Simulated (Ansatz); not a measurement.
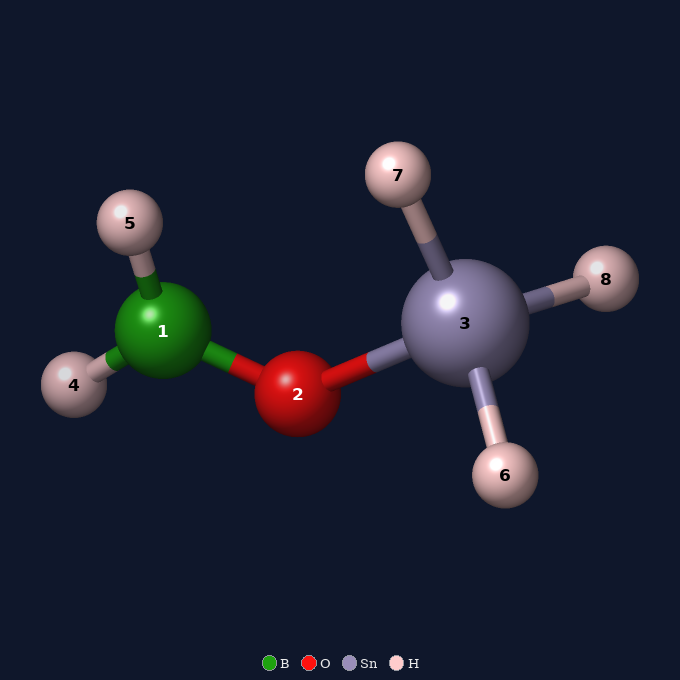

The atoms are numbered. Computed geometry: PBE-D4/def2-SVP optimisation. No frequency run is at hand to confirm it as a minimum.

List the bonds and their lengths.

| bond | length (Å) |
| --- | --- |
| B1–O2 | 1.348 |
| B1–H4 | 1.225 |
| B1–H5 | 1.232 |
| O2–Sn3 | 2.050 |
| Sn3–H6 | 1.722 |
| Sn3–H7 | 1.724 |
| Sn3–H8 | 1.722 |
